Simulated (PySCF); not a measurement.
## Electronic structure of C₅H₉OPSi in real space

```xyz
17

C     3.5434   -0.5501    0.0761
C     2.1040   -0.5464   -0.0771
C     0.9110   -0.5691   -0.2057
C    -0.5121   -0.5379   -0.3699
C    -1.0167    0.3623   -1.5045
O    -1.9290    1.2020   -0.7985
Si   -1.5510    0.6655    0.7204
P    -3.3629   -0.1261    1.7613
H     3.8113   -0.3092    1.1049
H     3.9900    0.1908   -0.5871
H     3.9444   -1.5329   -0.1723
H    -0.9115   -1.5500   -0.4441
H    -0.2242    0.9756   -1.9359
H    -1.5495   -0.1607   -2.2987
H    -0.7160    1.6470    1.4254
H    -2.7182   -0.2843    2.9747
H    -3.8201    1.1355    2.0945
```

Geometry: GFN2-xTB.

Level of theory: PBE0/pcSseg-1, SCF density, gas phase, non-relativistic in PySCF 2.14.0.

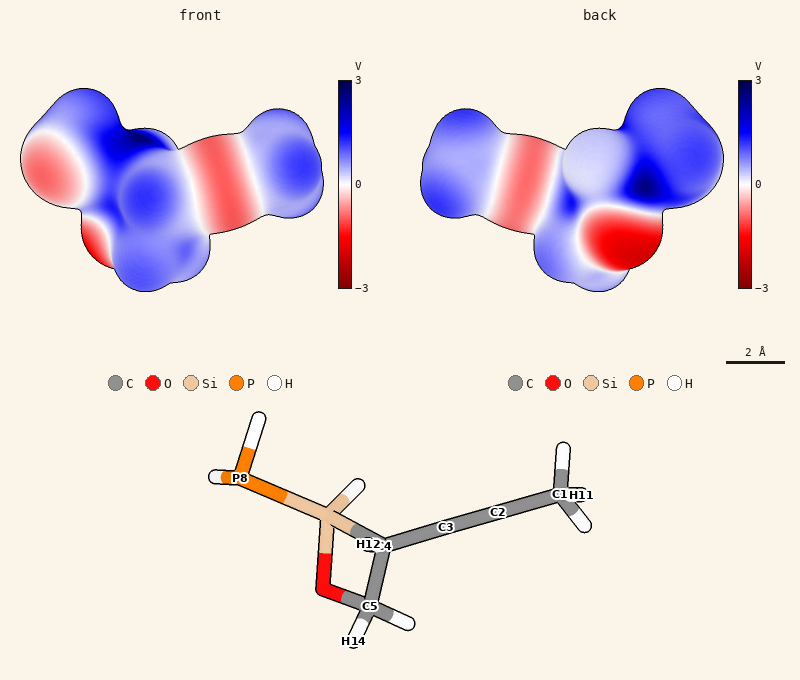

Figure 1. The electrostatic potential painted on the density surface at 0.004 e/bohr³, seen from the front and from behind; red is negative and blue positive. The bare structure is drawn below in the same view.

Which sites attract a positive test charge, and which a negative one?

A positive charge is drawn to the negative regions and a negative charge to the positive ones. The most negative region (about −1.9 V) lies over O6, the most positive (about +2.5 V) over Si7. O6 is the likeliest acceptor of a hydrogen bond.

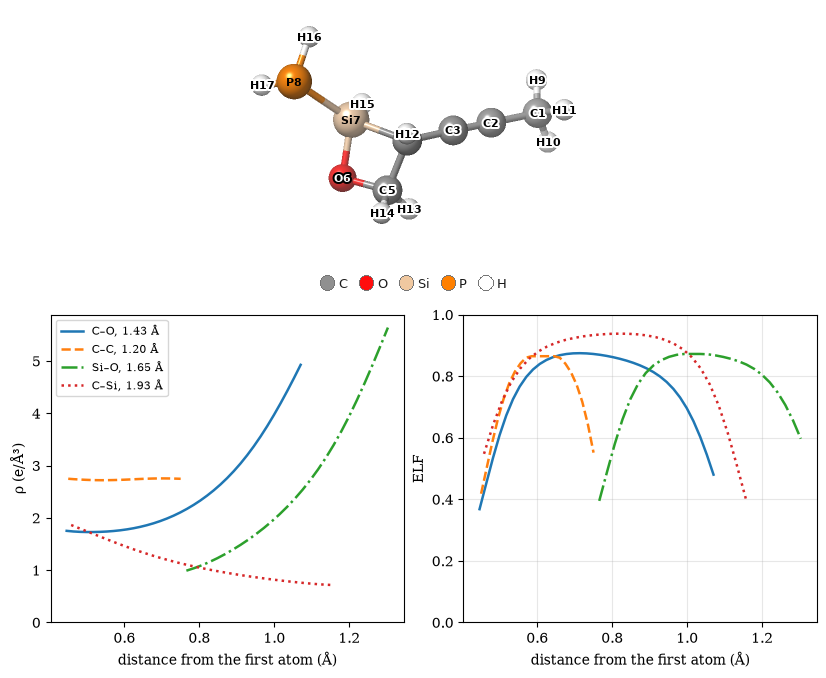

Figure 2. Total electron density and electron localisation function along straight lines between neighbouring atoms. The curves leave out the atomic cores. The structure is drawn too.

What kind of bonding do the profiles show?

C–O (1.43 Å): ρ is about 2 e/Å³ halfway, with its minimum of 1.7 e/Å³ about 0.5 Å from C; the ELF peaks at about 0.85 between the atoms; a polar covalent bond.
C–C (1.20 Å): the density is about 2.7 e/Å³ at the midpoint; the ELF peaks at about 0.85 between the atoms: a multiple bond.
Si–O (1.65 Å): ρ is about 1.2 e/Å³ halfway; the ELF peaks at about 0.85 between the atoms (a polar covalent bond).
C–Si (1.93 Å): ρ is about 0.85 e/Å³ halfway; the ELF peaks at about 0.95 between the atoms, as expected for a covalent bond.
